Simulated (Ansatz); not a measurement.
Consider Pd in the fcc (Cu type) structure (space group Fm-3m, No. 225; a = 3.945 Å; relaxed with 0.1 eV smearing).

Structures relaxed with PBE, PAW, 420 eV (Ansatz, a program for electronic structure; no spin-orbit coupling).

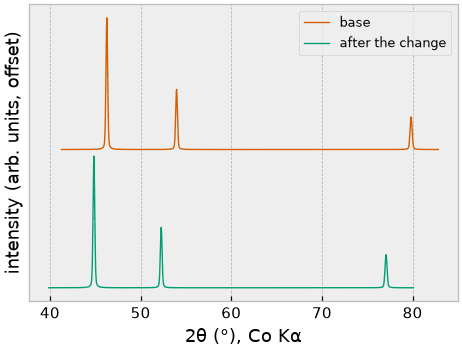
Figure: Simulated powder patterns before (top) and after one change

### Question
Which of these changes matches the shifts?
A) isotropic strain −2.50 %
B) isotropic strain +1.50 %
C) isotropic strain −3.00 %
D) isotropic strain +3.00 %

### Answer
D, isotropic strain +3.00 %. Its volume per atom is 16.78 Å³ against 15.35 Å³, and its space group is Fm-3m (No. 225).

Stability against distortions was not tested. The final runs are not spin-polarised. Pd lies near a magnetic instability that expansion can trigger; it was not tested.
